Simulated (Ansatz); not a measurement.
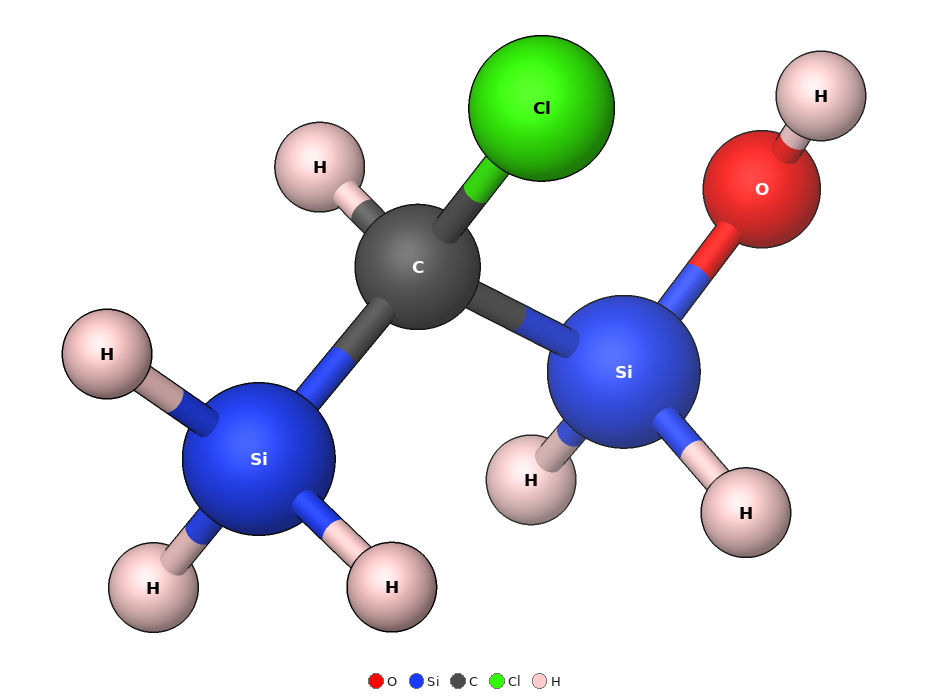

Ball-and-stick drawing of a structure. Every bond is drawn as one stick, whatever its order.

Description:

It has 12 atoms: 1 carbon, 7 hydrogen, 1 chlorine, 1 oxygen and 2 silicon (CH7ClOSi2). SMILES: `O[SiH2][C@@H]([SiH3])Cl`. It has no ring. Among its groups: C–Cl bond, Si–H bond, Si–O bond. This geometry has C1 symmetry. Coordination: 1 O bent; 2 Si tetrahedral; 1 C tetrahedral.

The parts below concern this one geometry. Atoms keep their numbers from picture to picture. The geometry was computed by an optimisation with PBE0-D4/def2-TZVP. No frequency run is at hand to confirm it as a minimum.

## Geometry

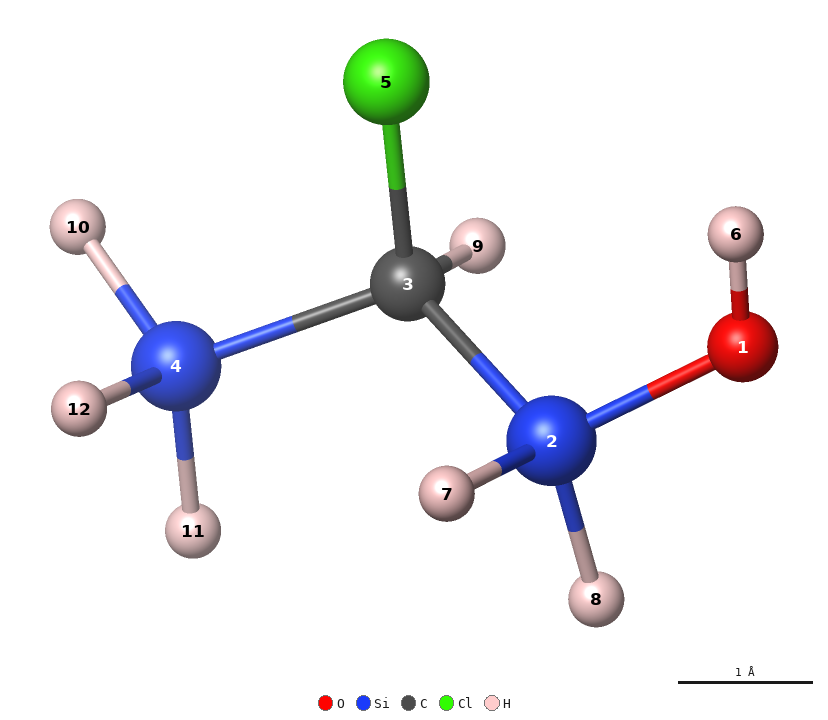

No frequency run is at hand to confirm it as a minimum.

Give these bond angles: O1–Si2–C3, O1–Si2–H8, Si2–O1–H6, Si2–C3–Cl5, Si2–C3–H9, C3–Si2–H7, C3–Si2–H8, C3–Si4–H10, C3–Si4–H11, C3–Si4–H12, Si4–C3–Cl5, Si4–C3–H9.

```json
{"angle": "O1–Si2–C3", "degrees": "111.1"}
{"angle": "O1–Si2–H8", "degrees": "106.3"}
{"angle": "Si2–O1–H6", "degrees": "116.3"}
{"angle": "Si2–C3–Cl5", "degrees": "106.3"}
{"angle": "Si2–C3–H9", "degrees": "109.7"}
{"angle": "C3–Si2–H7", "degrees": "107.2"}
{"angle": "C3–Si2–H8", "degrees": "109.3"}
{"angle": "C3–Si4–H10", "degrees": "109.8"}
{"angle": "C3–Si4–H11", "degrees": "108.4"}
{"angle": "C3–Si4–H12", "degrees": "109.3"}
{"angle": "Si4–C3–Cl5", "degrees": "108.2"}
{"angle": "Si4–C3–H9", "degrees": "109.7"}
```

## Charges

The questions are on Mulliken charges. No frequency run is at hand to confirm it as a minimum. Properties computed with RKS ωB97M-V/def2-TZVPP (Ansatz 0.2.0).

List the Mulliken charges.

```tsv
atom	value (e)
O1	−0.38
Si2	0.41
C3	−0.27
Si4	0.15
Cl5	−0.13
H6	0.18
H7	−0.04
H8	−0.03
H9	0.16
H10	−0.01
H11	−0.02
H12	−0.01
```

## Dipole moment

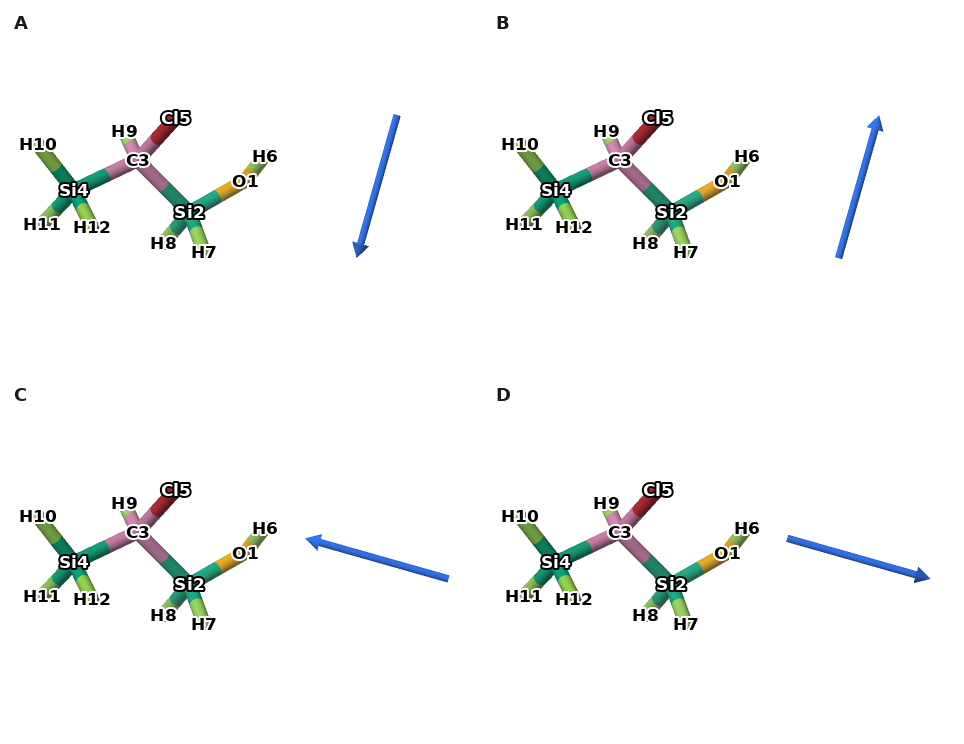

The same molecule four times, each with an arrow. No frequency run is at hand to confirm it as a minimum. Properties computed with RKS ωB97M-V/def2-TZVPP (Ansatz 0.2.0).

> Which arrow points along the dipole moment, from the negative to the positive end?

C. The dipole moment is 0.61 D; it points from the side of H6 to the side of H10 (the outermost atoms at the two ends).

## Levels of theory compared

No frequency run is at hand to confirm it as a minimum. Program: Ansatz 0.2.0.

Compare HOMO–LUMO gap (eV) at these levels: B3LYP-D4/def2-TZVPP; PBE-D4/def2-TZVPP; PBE0-D4/def2-TZVPP; r2SCAN-D4/def2-TZVPP; ωB97M-V/def2-TZVPP; ωB97X-V/def2-TZVPP.

| level | HOMO–LUMO gap (eV) |
| --- | --- |
| B3LYP-D4/def2-TZVPP | 7.21 |
| PBE-D4/def2-TZVPP | 5.35 |
| PBE0-D4/def2-TZVPP | 7.65 |
| r2SCAN-D4/def2-TZVPP | 5.90 |
| ωB97M-V/def2-TZVPP | 11.75 |
| ωB97X-V/def2-TZVPP | 12.16 |

Mulliken values depend strongly on the basis set and can even reverse the polarity of a bond.
